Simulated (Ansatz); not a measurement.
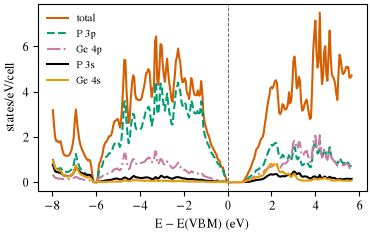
Figure: Total and projected density of states of BeGeP$_{2}$ (chalcopyrite, I-42d), LDA in the plane-wave PAW code Ansatz

Question: Which orbitals carry the states next to the gap?

Answer: Top 1 eV of the valence band: P 3p 80 %, Ge 4p 9 %, outside the projected shells 8 %. Bottom 1 eV of the conduction band: P 3p 37 %, Ge 4p 21 %, Ge 4s 15 %, P 3s 6 %, outside the projected shells 19 %. Projections are on Löwdin-orthogonalised atomic valence shells; empty p or d shells of many metals are not among them.

Question: Where is the tallest occupied peak in this window, and what makes it?

Answer: Near -3.2 eV, about 6.4 states/eV per cell; the largest projected share is P 3p.

The workflow started from a Materials Project entry (that database holds measured and hypothetical structures alike); the Crystallography Open Database copy checked does not list it. Its standing as an ambient phase is unchecked. The LDA relaxation kept the symmetry of its start; whether a distortion lowers the energy is not shown. Scalar-relativistic: spin–orbit coupling is off unless named, which matters more the heavier the elements.

Potentials: the later of the program's two PAW sets.
